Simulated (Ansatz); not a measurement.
Geometry relaxation of WH2ClOF5 (part 2 of 2)

The same run, continued: WH2ClOF5; RKS BHLYP/def2-SVP (Ansatz 0.2.0). It belongs to a series of runs on one base structure; here: end point B relaxed.

Geometry of the input (Å):
```
W  0.3820  0.2324  -0.2799
F  -0.3340  -0.2577  2.6553
Cl 2.3922  -0.2104  -1.3239
F  0.3168  1.9064  -1.0692
F  -1.3146  0.5309  0.3504
F  0.3889  -1.4479  0.4359
F  -0.3833  -0.3859  -1.8345
O  1.3340  1.0701  1.1305
H  2.0086  1.7508  1.1467
H  0.3013  0.3389  2.9415
```

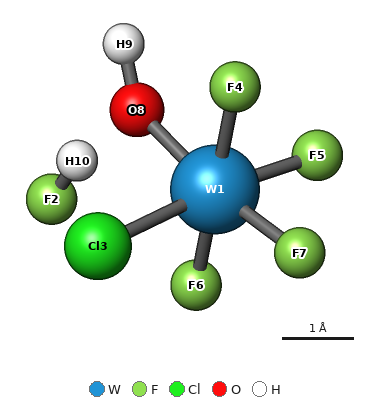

*The geometry at step 23 of the log (ball-and-stick view, seen at a tilt; atoms are numbered from 1 in the order of the input).*

## Trajectory as extended XYZ, continued
```
10
Properties=species:S:1:pos:R:3:forces:R:3 step=11 energy=-29992.36840
W     0.3877    0.2429   -0.4221    0.0349   0.0710  -0.0589
F     0.0218   -0.2394    3.3174    0.1553   0.0922  -0.1612
Cl    2.4436   -0.3794   -1.2092   -0.0907  -0.0208  -0.0024
F     0.5300    1.9231   -1.1814   -0.0176  -0.0680   0.0285
F    -1.3433    0.6272    0.0837    0.0534   0.0083   0.0134
F     0.2008   -1.3691    0.4263    0.0150   0.0326  -0.0236
F    -0.3348   -0.3186   -2.0176    0.0496  -0.0128   0.0052
O     1.1114    1.0210    1.1045    0.0665   0.2424   0.1417
H     1.4779    1.8806    1.3441   -0.1263  -0.2565  -0.0954
H     0.5967    0.1394    2.7071   -0.1401  -0.0884   0.1529
10
Properties=species:S:1:pos:R:3:forces:R:3 step=12 energy=-29992.37142
W     0.3820    0.2443   -0.4314   -0.0667  -0.1223  -0.0595
F     0.1229   -0.2648    3.3388   -0.0315  -0.0431   0.0767
Cl    2.4389   -0.4132   -1.1654    0.0226  -0.0234  -0.0167
F     0.5670    1.9199   -1.1870    0.0163   0.0060   0.0395
F    -1.3498    0.6623    0.0418   -0.0352  -0.0046  -0.0238
F     0.1524   -1.3615    0.4164    0.0009   0.0208  -0.0328
F    -0.3120   -0.3083   -2.0419   -0.0215  -0.0155  -0.0233
O     1.0607    1.0090    1.1215    0.1055   0.1857   0.0942
H     1.3806    1.8866    1.3427   -0.0046  -0.0094   0.0056
H     0.6493    0.1532    2.7171    0.0142   0.0059  -0.0601
10
Properties=species:S:1:pos:R:3:forces:R:3 step=13 energy=-29992.37438
W     0.3788    0.2513   -0.4320   -0.0491  -0.0685  -0.0432
F     0.1893   -0.3080    3.3645    0.1141   0.0787  -0.1448
Cl    2.4329   -0.4509   -1.1358   -0.0105   0.0201   0.0297
F     0.5970    1.9182   -1.1995    0.0061  -0.0313   0.0179
F    -1.3601    0.6877    0.0048    0.0228  -0.0231  -0.0289
F     0.1236   -1.3421    0.4329    0.0022   0.0584  -0.0113
F    -0.2996   -0.3119   -2.0463   -0.0228   0.0189   0.0037
O     1.0339    1.0401    1.1233    0.0521   0.0316   0.0018
H     1.3279    1.9281    1.3381   -0.0036  -0.0078   0.0231
H     0.6681    0.1153    2.7026   -0.1113  -0.0769   0.1520
10
Properties=species:S:1:pos:R:3:forces:R:3 step=14 energy=-29992.37553
W     0.3744    0.2523   -0.4347   -0.0048  -0.0457   0.0035
F     0.2273   -0.3397    3.3667    0.1295   0.1205  -0.1778
Cl    2.4325   -0.4615   -1.1127   -0.0206   0.0074   0.0043
F     0.6091    1.9154   -1.2050   -0.0030  -0.0187   0.0044
F    -1.3673    0.6968   -0.0165    0.0285  -0.0080  -0.0034
F     0.1053   -1.3342    0.4373   -0.0013   0.0462  -0.0134
F    -0.2975   -0.3111   -2.0518    0.0089   0.0131   0.0078
O     1.0248    1.0466    1.1222   -0.0086   0.0404   0.0062
H     1.3082    1.9386    1.3375   -0.0049  -0.0346  -0.0015
H     0.6751    0.1248    2.7096   -0.1236  -0.1206   0.1699
10
Properties=species:S:1:pos:R:3:forces:R:3 step=15 energy=-29992.37633
W     0.3712    0.2529   -0.4347   -0.0111  -0.0280   0.0037
F     0.2617   -0.3603    3.3669    0.1077   0.1094  -0.1525
Cl    2.4313   -0.4676   -1.0961   -0.0079  -0.0066   0.0122
F     0.6195    1.9115   -1.2096   -0.0059  -0.0014   0.0069
F    -1.3715    0.7069   -0.0322    0.0122  -0.0020  -0.0071
F     0.0870   -1.3271    0.4428    0.0083   0.0260  -0.0147
F    -0.2903   -0.3125   -2.0553    0.0022   0.0056   0.0081
O     1.0090    1.0521    1.1257   -0.0019   0.0231  -0.0079
H     1.2917    1.9450    1.3364    0.0003  -0.0146   0.0042
H     0.6823    0.1267    2.7088   -0.1037  -0.1115   0.1471
10
Properties=species:S:1:pos:R:3:forces:R:3 step=16 energy=-29992.37734
W     0.3639    0.2568   -0.4353   -0.0183  -0.0093   0.0190
F     0.3276   -0.3973    3.3639    0.1051   0.1306  -0.1682
Cl    2.4286   -0.4870   -1.0515    0.0021   0.0065  -0.0078
F     0.6314    1.9091   -1.2170    0.0155   0.0003   0.0022
F    -1.3816    0.7243   -0.0617   -0.0013  -0.0106  -0.0013
F     0.0575   -1.3133    0.4502   -0.0165   0.0026  -0.0024
F    -0.2774   -0.3140   -2.0620    0.0109  -0.0004   0.0057
O     0.9803    1.0650    1.1301   -0.0035  -0.0172  -0.0325
H     1.2654    1.9578    1.3342    0.0086   0.0305   0.0171
H     0.6960    0.1264    2.7019   -0.1025  -0.1331   0.1681
10
Properties=species:S:1:pos:R:3:forces:R:3 step=17 energy=-29992.37800
W     0.3562    0.2587   -0.4342   -0.0016   0.0000  -0.0030
F     0.3908   -0.4305    3.3630    0.1149   0.1848  -0.2199
Cl    2.4256   -0.4957   -1.0217   -0.0075  -0.0102   0.0198
F     0.6491    1.9035   -1.2233   -0.0102   0.0026   0.0101
F    -1.3924    0.7395   -0.0904    0.0076   0.0001  -0.0138
F     0.0227   -1.3019    0.4580    0.0091   0.0032  -0.0124
F    -0.2617   -0.3187   -2.0676   -0.0058   0.0021   0.0131
O     0.9541    1.0757    1.1342   -0.0039  -0.0232  -0.0279
H     1.2423    1.9684    1.3344    0.0090   0.0285   0.0137
H     0.7051    0.1286    2.7003   -0.1117  -0.1879   0.2203
10
Properties=species:S:1:pos:R:3:forces:R:3 step=18 energy=-29992.37889
W     0.3531    0.2611   -0.4353    0.0110  -0.0170   0.0111
F     0.4225   -0.4467    3.3608    0.0798   0.1510  -0.1704
Cl    2.4235   -0.5070   -1.0008   -0.0085   0.0087  -0.0025
F     0.6525    1.9044   -1.2254    0.0033  -0.0082  -0.0026
F    -1.3968    0.7455   -0.1034    0.0047  -0.0050   0.0019
F     0.0125   -1.2976    0.4575   -0.0146   0.0128  -0.0039
F    -0.2577   -0.3189   -2.0702    0.0080   0.0058   0.0042
O     0.9448    1.0813    1.1338   -0.0106   0.0066  -0.0090
H     1.2334    1.9743    1.3346   -0.0001   0.0000   0.0039
H     0.7039    0.1312    2.7010   -0.0731  -0.1546   0.1673
10
Properties=species:S:1:pos:R:3:forces:R:3 step=19 energy=-29992.38006
W     0.3478    0.2634   -0.4352    0.0110  -0.0014   0.0056
F     0.4700   -0.4663    3.3603    0.0354   0.0683  -0.0776
Cl    2.4207   -0.5162   -0.9747   -0.0094   0.0034   0.0039
F     0.6645    1.9008   -1.2309   -0.0022  -0.0058  -0.0061
F    -1.4039    0.7573   -0.1270    0.0024   0.0008   0.0050
F    -0.0127   -1.2888    0.4611   -0.0069   0.0084  -0.0001
F    -0.2477   -0.3217   -2.0738    0.0085   0.0029  -0.0017
O     0.9243    1.0908    1.1354    0.0017   0.0163   0.0010
H     1.2152    1.9834    1.3370   -0.0115  -0.0246  -0.0030
H     0.7136    0.1251    2.7006   -0.0288  -0.0683   0.0731
10
Properties=species:S:1:pos:R:3:forces:R:3 step=20 energy=-29992.38116
W     0.3314    0.2714   -0.4364   -0.0284   0.0006  -0.0153
F     0.6053   -0.5184    3.3560    0.0604   0.1978  -0.2193
Cl    2.4108   -0.5474   -0.8904   -0.0436   0.0186   0.0112
F     0.6954    1.8920   -1.2487   -0.0048  -0.0382   0.0307
F    -1.4246    0.7931   -0.1936    0.0597  -0.0148  -0.0070
F    -0.0851   -1.2621    0.4700    0.0023   0.0366  -0.0265
F    -0.2158   -0.3277   -2.0875    0.0129   0.0019   0.0326
O     0.8641    1.1144    1.1407    0.0140  -0.0102  -0.0104
H     1.1558    2.0053    1.3468   -0.0127  -0.0054  -0.0008
H     0.7547    0.1071    2.6956   -0.0597  -0.1870   0.2047
10
Properties=species:S:1:pos:R:3:forces:R:3 step=21 energy=-29992.37741 accepted=F
W     0.3272    0.2720   -0.4350    0.0254  -0.0204  -0.0227
F     0.6871   -0.5528    3.3372    0.0228   0.5702  -0.5299
Cl    2.4063   -0.5578   -0.8640   -0.0444   0.0076   0.0170
F     0.7113    1.8858   -1.2510   -0.0162  -0.0241   0.0217
F    -1.4278    0.8070   -0.2142    0.0415  -0.0050  -0.0036
F    -0.1120   -1.2537    0.4739    0.0063   0.0397  -0.0288
F    -0.2056   -0.3319   -2.0888    0.0033   0.0024   0.0280
O     0.8477    1.1209    1.1429   -0.0323   0.0118   0.0240
H     1.1379    2.0123    1.3495   -0.0011  -0.0132  -0.0123
H     0.7198    0.1260    2.7022   -0.0052  -0.5690   0.5065
10
Properties=species:S:1:pos:R:3:forces:R:3 step=22 energy=-29992.38213
W     0.3343    0.2708   -0.4291   -0.0163  -0.0104   0.0244
F     0.6139   -0.5392    3.3166    0.0286   0.0756  -0.0740
Cl    2.4081   -0.5517   -0.8773    0.0408  -0.0166  -0.0027
F     0.7011    1.8864   -1.2452    0.0087   0.0342  -0.0344
F    -1.4178    0.7988   -0.1898   -0.0478   0.0173   0.0023
F    -0.0894   -1.2553    0.4832   -0.0011  -0.0143   0.0045
F    -0.2161   -0.3364   -2.0745   -0.0023  -0.0062  -0.0296
O     0.8638    1.1241    1.1433    0.0191  -0.0037   0.0266
H     1.1435    2.0198    1.3445   -0.0071  -0.0049   0.0002
H     0.7505    0.1103    2.6810   -0.0226  -0.0710   0.0828
10
Properties=species:S:1:pos:R:3:forces:R:3 step=23 energy=-29992.38264
W     0.3309    0.2719   -0.4357    0.0725   0.0038  -0.0082
F     0.7114   -0.5492    3.3270    0.0014  -0.0250   0.0264
Cl    2.4010   -0.5898   -0.8548   -0.0752   0.0621   0.0476
F     0.7319    1.8809   -1.2529    0.0038  -0.0324   0.0225
F    -1.4196    0.8245   -0.2241    0.0130  -0.0106  -0.0159
F    -0.1269   -1.2497    0.4684   -0.0084  -0.0010   0.0013
F    -0.2039   -0.3284   -2.0895   -0.0190   0.0080   0.0131
O     0.8342    1.1227    1.1482    0.0029   0.0277  -0.0213
H     1.0712    2.0276    1.3666    0.0021  -0.0467  -0.0277
H     0.7616    0.1170    2.6995    0.0069   0.0140  -0.0377
10
Properties=species:S:1:pos:R:3:forces:R:3 step=24 energy=-29992.38355
W     0.3229    0.2720   -0.4356    0.0561   0.0371   0.0224
F     0.7427   -0.5630    3.3173    0.0111   0.0786  -0.0743
Cl    2.4027   -0.5818   -0.8130   -0.0787   0.0062  -0.0105
F     0.7401    1.8752   -1.2566   -0.0168  -0.0296   0.0195
F    -1.4271    0.8347   -0.2425    0.0328   0.0025   0.0044
F    -0.1515   -1.2435    0.4707    0.0060   0.0025  -0.0163
F    -0.2028   -0.3317   -2.0912    0.0354  -0.0124   0.0176
O     0.8212    1.1260    1.1478   -0.0363   0.0525   0.0023
H     1.0637    2.0302    1.3635   -0.0035  -0.0529  -0.0264
H     0.7799    0.1096    2.6924   -0.0061  -0.0843   0.0613
10
Properties=species:S:1:pos:R:3:forces:R:3 step=25 energy=-29992.38478
W     0.3188    0.2750   -0.4301    0.0015   0.0193   0.0002
F     0.7805   -0.5812    3.2981    0.0126   0.1206  -0.1165
Cl    2.3938   -0.5921   -0.7870   -0.0243   0.0045   0.0065
F     0.7493    1.8715   -1.2561   -0.0063  -0.0132   0.0104
F    -1.4309    0.8462   -0.2608    0.0216  -0.0073  -0.0043
F    -0.1718   -1.2340    0.4787    0.0011   0.0087  -0.0070
F    -0.1881   -0.3390   -2.0876    0.0066  -0.0039   0.0055
O     0.7997    1.1382    1.1531    0.0001   0.0175   0.0029
H     1.0477    2.0417    1.3631   -0.0037  -0.0276  -0.0097
H     0.7928    0.1014    2.6814   -0.0093  -0.1185   0.1122
10
Properties=species:S:1:pos:R:3:forces:R:3 step=26 energy=-29992.38530
W     0.3112    0.2783   -0.4270   -0.0089   0.0058  -0.0186
F     0.8617   -0.6023    3.2758   -0.0160   0.2455  -0.2229
Cl    2.3830   -0.6106   -0.7420   -0.0203   0.0168   0.0109
F     0.7675    1.8659   -1.2567   -0.0031  -0.0225   0.0205
F    -1.4371    0.8656   -0.2931    0.0388  -0.0213  -0.0058
F    -0.2083   -1.2216    0.4817   -0.0063   0.0238  -0.0064
F    -0.1704   -0.3439   -2.0893   -0.0028   0.0048   0.0152
O     0.7688    1.1482    1.1596   -0.0056  -0.0026  -0.0129
H     1.0148    2.0523    1.3682    0.0022  -0.0100   0.0004
H     0.8007    0.0957    2.6755    0.0220  -0.2404   0.2195
10
Properties=species:S:1:pos:R:3:forces:R:3 step=27 energy=-29992.38620
W     0.3100    0.2779   -0.4263    0.0008   0.0054  -0.0038
F     0.8684   -0.6031    3.2685   -0.0074   0.1303  -0.1179
Cl    2.3822   -0.6090   -0.7379   -0.0054   0.0010   0.0083
F     0.7690    1.8650   -1.2545   -0.0042  -0.0035   0.0062
F    -1.4376    0.8653   -0.2961    0.0106  -0.0058  -0.0052
F    -0.2130   -1.2202    0.4825   -0.0026   0.0070  -0.0006
F    -0.1691   -0.3449   -2.0889   -0.0022   0.0000   0.0010
O     0.7657    1.1480    1.1606   -0.0046   0.0027  -0.0053
H     1.0165    2.0508    1.3684    0.0015  -0.0059  -0.0010
H     0.7997    0.0978    2.6763    0.0135  -0.1313   0.1183
10
Properties=species:S:1:pos:R:3:forces:R:3 step=28 energy=-29992.38709
W     0.3047    0.2815   -0.4266   -0.0085   0.0321   0.0395
F     0.9201   -0.6206    3.2542    0.0081  -0.0257   0.0104
Cl    2.3762   -0.6150   -0.7074    0.0058  -0.0052   0.0018
F     0.7763    1.8617   -1.2596    0.0043   0.0047  -0.0064
F    -1.4420    0.8765   -0.3215   -0.0013  -0.0006  -0.0037
F    -0.2380   -1.2061    0.4879   -0.0022  -0.0086   0.0035
F    -0.1587   -0.3532   -2.0891    0.0043  -0.0017  -0.0047
O     0.7453    1.1591    1.1604   -0.0072  -0.0379  -0.0151
H     1.0048    2.0581    1.3726   -0.0002   0.0076  -0.0026
H     0.8032    0.0856    2.6817   -0.0031   0.0352  -0.0229
10
Properties=species:S:1:pos:R:3:forces:R:3 step=29 energy=-29992.38784
W     0.2941    0.2855   -0.4220   -0.0331  -0.0014   0.0276
F     0.9985   -0.6459    3.2150   -0.0165   0.0923  -0.0740
Cl    2.3649   -0.6275   -0.6522   -0.0096  -0.0032   0.0010
F     0.7933    1.8545   -1.2603    0.0009   0.0014   0.0010
F    -1.4507    0.8945   -0.3610    0.0238  -0.0033  -0.0027
F    -0.2822   -1.1883    0.4961    0.0098   0.0096  -0.0166
F    -0.1384   -0.3635   -2.0879    0.0083   0.0026   0.0104
O     0.7095    1.1718    1.1659    0.0066  -0.0243   0.0017
H     0.9781    2.0673    1.3810   -0.0068   0.0092  -0.0080
H     0.8248    0.0793    2.6780    0.0164  -0.0829   0.0597
10
Properties=species:S:1:pos:R:3:forces:R:3 step=30 energy=-29992.38805
W     0.2900    0.2874   -0.4180   -0.0131  -0.0276   0.0049
F     1.0400   -0.6521    3.1897   -0.0341   0.1236  -0.0900
Cl    2.3558   -0.6422   -0.6258   -0.0058   0.0219   0.0013
F     0.8004    1.8533   -1.2553    0.0153  -0.0041  -0.0040
F    -1.4532    0.9021   -0.3773    0.0125  -0.0111   0.0017
F    -0.2997   -1.1822    0.4982   -0.0119   0.0135  -0.0051
F    -0.1265   -0.3662   -2.0863   -0.0020   0.0124   0.0075
O     0.6934    1.1772    1.1706    0.0113  -0.0151   0.0068
H     0.9632    2.0726    1.3851   -0.0083   0.0051  -0.0079
H     0.8285    0.0778    2.6718    0.0362  -0.1185   0.0848
10
Properties=species:S:1:pos:R:3:forces:R:3 step=31 energy=-29992.38838
W     0.2886    0.2855   -0.4165    0.0138  -0.0107  -0.0167
F     1.0460   -0.6492    3.1864   -0.0206   0.0698  -0.0529
Cl    2.3561   -0.6404   -0.6226   -0.0137   0.0029   0.0049
F     0.8057    1.8502   -1.2526   -0.0018  -0.0004   0.0006
F    -1.4531    0.9041   -0.3786    0.0079  -0.0006   0.0013
F    -0.3064   -1.1832    0.4972    0.0008   0.0034  -0.0028
F    -0.1262   -0.3647   -2.0865   -0.0026   0.0054   0.0080
O     0.6918    1.1748    1.1725   -0.0024  -0.0029   0.0090
H     0.9573    2.0720    1.3850   -0.0053   0.0016  -0.0059
H     0.8319    0.0786    2.6683    0.0239  -0.0686   0.0544
10
Properties=species:S:1:pos:R:3:forces:R:3 step=32 energy=-29992.38858
W     0.2893    0.2850   -0.4173   -0.0047  -0.0023  -0.0013
F     1.0574   -0.6513    3.1859   -0.0133   0.0404  -0.0321
Cl    2.3539   -0.6458   -0.6187   -0.0009  -0.0017   0.0015
F     0.8118    1.8485   -1.2524    0.0006   0.0014   0.0019
F    -1.4511    0.9079   -0.3808    0.0057  -0.0008  -0.0006
F    -0.3102   -1.1829    0.4949    0.0002   0.0010  -0.0026
F    -0.1271   -0.3617   -2.0882    0.0001   0.0010   0.0046
O     0.6883    1.1746    1.1729    0.0009   0.0032   0.0045
H     0.9438    2.0756    1.3822   -0.0047  -0.0050  -0.0031
H     0.8358    0.0779    2.6741    0.0161  -0.0371   0.0272
10
Properties=species:S:1:pos:R:3:forces:R:3 step=33 energy=-29992.38878
W     0.2875    0.2839   -0.4147   -0.0090  -0.0011  -0.0011
F     1.0807   -0.6566    3.1698    0.0011  -0.0027   0.0004
Cl    2.3488   -0.6560   -0.6012   -0.0009  -0.0018   0.0022
F     0.8237    1.8446   -1.2473   -0.0025  -0.0022   0.0017
F    -1.4503    0.9151   -0.3901    0.0032   0.0005  -0.0021
F    -0.3248   -1.1810    0.4937    0.0034   0.0033  -0.0035
F    -0.1228   -0.3598   -2.0882    0.0015  -0.0008   0.0015
O     0.6762    1.1762    1.1768    0.0082   0.0095   0.0043
H     0.9200    2.0816    1.3813   -0.0047  -0.0072  -0.0006
H     0.8530    0.0798    2.6727   -0.0003   0.0025  -0.0028
10
Properties=species:S:1:pos:R:3:forces:R:3 step=34 energy=-29992.38883
W     0.2850    0.2841   -0.4123    0.0024   0.0025   0.0037
F     1.1050   -0.6641    3.1531   -0.0043   0.0121  -0.0085
Cl    2.3437   -0.6638   -0.5803   -0.0018  -0.0024  -0.0064
F     0.8324    1.8410   -1.2446   -0.0030  -0.0033   0.0007
F    -1.4506    0.9222   -0.4005    0.0042   0.0010   0.0029
F    -0.3386   -1.1769    0.4948   -0.0011   0.0026  -0.0027
F    -0.1180   -0.3603   -2.0873    0.0054  -0.0031   0.0020
O     0.6666    1.1795    1.1796   -0.0049   0.0082  -0.0024
H     0.9005    2.0882    1.3809   -0.0015  -0.0064   0.0028
H     0.8658    0.0778    2.6693    0.0047  -0.0112   0.0079
```

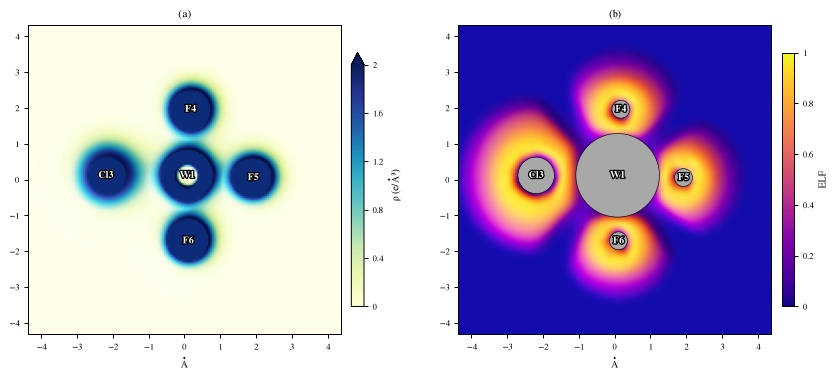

*(a) total electron density; (b) electron localisation function on the plane of atoms Cl3, W1 and F6. Grey discs, where drawn, cover atomic cores.*

W–F (1.83 Å): ρ is about 1.2 e/Å³ halfway; the ELF peaks at about 0.85 in the valence shell of F, 0.5 Å from its nucleus, and drops to about 0.20 between the two atoms. W–Cl (2.27 Å): ρ is about 0.73 e/Å³ halfway; the ELF peaks at about 0.85 in the valence shell of Cl, 0.8 Å from its nucleus, and is about 0.40 at the midpoint.

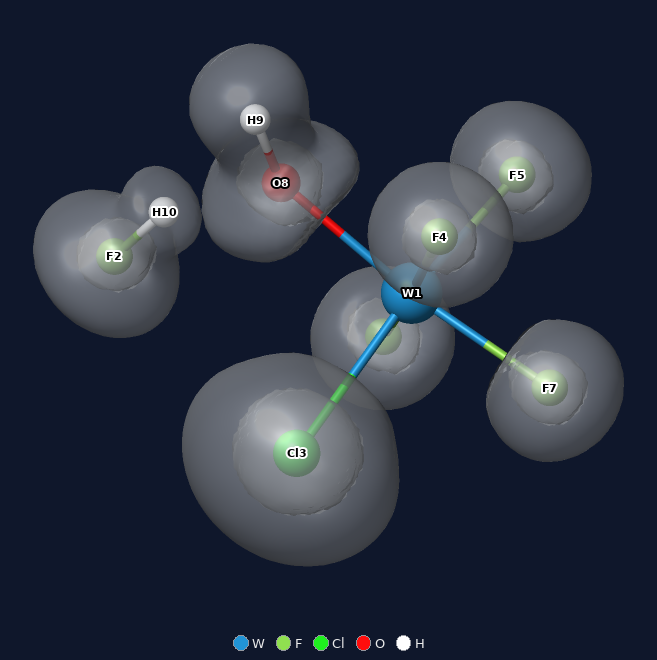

*Isosurface of the electron localisation function at 0.75 (grey), seen at a tilt. Core shells and regions of very low density are left out.*

Values along the shortest contacts: O8···H10 (1.86 Å): the ELF is only about 0.10 between them; a closed-shell contact with the geometry of a hydrogen bond. W–F (1.83 Å): the ELF peaks at about 0.85 in the valence shell of F, 0.5 Å from its nucleus, and drops to about 0.20 between the two atoms.

## Results in brief

| quantity | value |
| --- | --- |
| outcome | converged |
| total energy | −29992.3891 eV |
| mean-field energy | −29992.3891 eV |
| largest force (length of the vector) at the end | 0.015 eV/Å |
| wall time | 2.1 min (CPU time 8.1 min) |
| peak memory | 0.47 GiB |
